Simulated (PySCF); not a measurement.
# SVWN5/STO-3G run of SiH3Cl (chlorosilane)

What is the energy change on altering one bond length of SiH3Cl (chlorosilane) at SVWN5/STO-3G? Input form: a Python script.

Program for the calculation: PySCF 2.14.0.

9 further runs of the same task are left out: 9 set aside as unsound or not needed.

### Step 1. The molecule

The species is SiH3Cl (5 atoms), meant as a singlet with charge 0. SMILES: `[SiH3]Cl`. Geometry: relaxed at PBE0-D4/def2-TZVP.

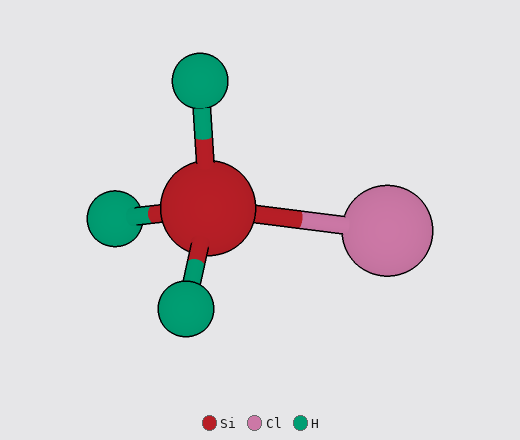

The structure, seen from a chosen angle (silicon red, chlorine pink, hydrogen teal).

### Step 2. The energy at SVWN5/STO-3G

run.py

```python
from pyscf import gto, dft

mol = gto.M(
    atom=[
    ('Si', (-0.112000, 0.018600, -0.030900)),
    ('Cl', (1.838300, -0.513500, 0.329900)),
    ('H', (-0.950900, -0.488300, 1.079100)),
    ('H', (-0.534700, -0.585700, -1.314900)),
    ('H', (-0.190800, 1.495400, -0.104700)),
],
    spin=0,
    basis='sto-3g',
    verbose=3,
    max_memory=1860,
)

calc0 = dft.RKS(mol)
calc0.xc = 'svwn'
calc0.grids.level = 5
calc0.conv_tol = 1e-10
calc0.kernel()
if not calc0.converged:
    calc0 = calc0.newton().run(calc0.mo_coeff, calc0.mo_occ)

e_final = calc0.e_tot
print('E = %.10f Eh' % e_final)
```

The run is started by

```sh
$ OMP_NUM_THREADS=1 python run.py
```

Log:

```text
converged SCF energy = -740.406727050687
E = -740.4067270507 Eh
```

It took 1.9 s on 1 thread of Arm Neoverse V1, shared host; peak memory 0.14 GiB.

### Step 3. The distorted shape

run.py

```python
from pyscf import gto, dft

mol = gto.Mole()
mol.atom = '''
Si   0.055795   0.119989  -0.252920
Cl   2.006095  -0.412111   0.107880
H   -0.950900  -0.488300   1.079100
H   -0.366905  -0.484311  -1.536920
H   -0.023005   1.596789  -0.326720
'''
mol.basis = 'sto-3g'
mol.max_memory = 1860
mol.verbose = 3
mol.build()

mf = dft.RKS(mol)
mf.xc = 'svwn'
mf.grids.level = 5
mf.conv_tol = 1e-10
mf.kernel()
if not mf.converged:
    mf = mf.newton().run(mf.mo_coeff, mf.mo_occ)

e_tot = mf.e_tot
print('E = %.10f Eh' % e_tot)
```

The run is started by

```sh
$ OMP_NUM_THREADS=1 python run.py
```

Log:

```text
converged SCF energy = -740.374806561345
E = -740.3748065613 Eh
```

Run time: 1.9 s. Hardware: 1 thread of Arm Neoverse V1, shared host; peak memory 0.14 GiB.

### Step 4. Results

At SVWN5/STO-3G:

| quantity | value |
| --- | --- |
| first shape: total energy | -740.40673 Eh |
| first shape: dipole moment | 2.54 D |
| first shape: HOMO energy | -4.96 eV |
| first shape: LUMO energy | 3.36 eV |
| first shape: HOMO–LUMO gap | 8.31 eV |
| distorted shape: total energy | -740.37481 Eh |
| distorted shape: dipole moment | 2.47 D |
| distorted shape: HOMO energy | -4.88 eV |
| distorted shape: LUMO energy | 2.93 eV |
| distorted shape: HOMO–LUMO gap | 7.81 eV |
| energy change with the Si1–H3 bond stretched from 1.481 to 1.777 Å | 0.869 eV |

**Reading.** With the Si1–H3 bond stretched from 1.481 to 1.777 Å the energy rises by 0.87 eV (83.8 kJ/mol). The first shape isn't relaxed at this level, so the change isn't measured from a minimum. The minimal basis adds a large error of its own. Mulliken charges (first shape) run from -0.32 on Cl2 to +0.50 on Si1.
